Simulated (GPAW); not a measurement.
Consider NbRu (Pm-3m).

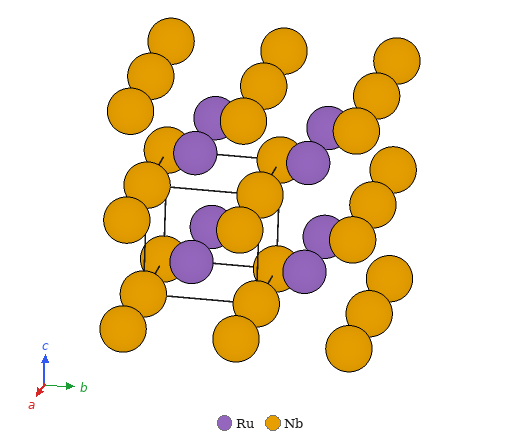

The structure (ruthenium purple, niobium orange). 2×2×2 cells are drawn. Some periodic images of atoms are drawn too.

```cif
data_structure
_symmetry_space_group_name_H-M 'P 1'
_symmetry_Int_Tables_number 1
_cell_length_a 3.1840
_cell_length_b 3.1840
_cell_length_c 3.1840
_cell_angle_alpha 90.000
_cell_angle_beta 90.000
_cell_angle_gamma 90.000
_cell_volume 32.28
loop_
_atom_site_label
_atom_site_type_symbol
_atom_site_fract_x
_atom_site_fract_y
_atom_site_fract_z
_atom_site_occupancy
Ru1 Ru 0.50000 0.50000 0.50000 1
Nb2 Nb 0.00000 0.00000 0.00000 1
```

Absorber: atom 2, with 8 Ru at 2.76 Å and 6 Nb at 3.18 Å (cube and octahedron, as in bcc, site symmetry m-3m). Method: GPAW, LDA, excited-electron core hole (neutral cell), 18-atom cell with 7.1 Å between holes, 4×4×4 k points, dipole transitions, Gaussian full width 1.66 eV up to 4 eV, rising linearly to 3.5 eV at 25 eV.

Q: What does the Nb L₃ edge look like?

Main maxima up to 30 eV above the zero (height): 0.6 eV (3.52), 11.2 eV (0.82) and 18.8 eV (0.73). At an L edge the dipole rule selects empty d (and weakly s) states on the absorber, and the strong line at the onset measures the empty part of its d band. 

The Nb L₃ spectrum (energy from the lowest empty level; intensity scaled to a mean of 1 over the first 20 eV):

| E (eV) | intensity |
| --- | --- |
| -2.0 | 0.02 |
| -0.5 | 1.40 |
| 1.0 | 3.39 |
| 2.5 | 2.53 |
| 4.0 | 1.03 |
| 5.5 | 0.59 |
| 7.0 | 0.40 |
| 8.5 | 0.38 |
| 10.0 | 0.73 |
| 11.5 | 0.81 |
| 13.0 | 0.73 |
| 14.5 | 0.56 |
| 16.0 | 0.49 |
| 17.5 | 0.60 |
| 19.0 | 0.73 |
| 20.5 | 0.52 |
| 22.0 | 0.41 |
| 23.5 | 0.48 |
| 25.0 | 0.49 |
| 26.5 | 0.53 |
| 28.0 | 0.58 |
| 29.5 | 0.54 |
| 31.0 | 0.57 |

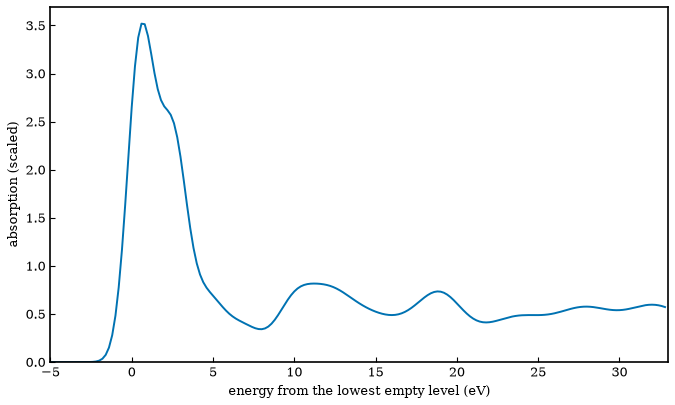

The Nb L₃ edge.

Only the L₃ part is meant: spin–orbit coupling of the core level isn't computed and the L₂ copy isn't added. The script folds with a Gaussian, whereas the core hole's own line is a Lorentzian, so the onset is too steep and the first peak too high. Lifetime broadening is put in by hand, and intensities beyond about 20 eV depend on it and on the partial waves; weight that the partial waves miss at high energy is lost. The structure is a published determination, not relaxed.

[Banner, clock and machine lines of the logs are left out without a mark of their own.]

[Logs are printed without paths, hosts, clocks, repeated set-up lines and the standing remarks that a program may print on its own settings, such as how far it seeks lower states.]

[Hosts, paths, dates, database ids (printed as entryN), source tags and the programs' standing remarks are cut or masked in the printed files.]

[Lists of maxima count a maximum above −3 eV only where it reaches 4 % of the highest in the window and stands out from its surroundings by 2 % of it (1.5 % where it reaches 55 %); shoulders and weaker maxima are passed over, and of the rest the first, up to two pre-edge ones and the few strongest are named.]
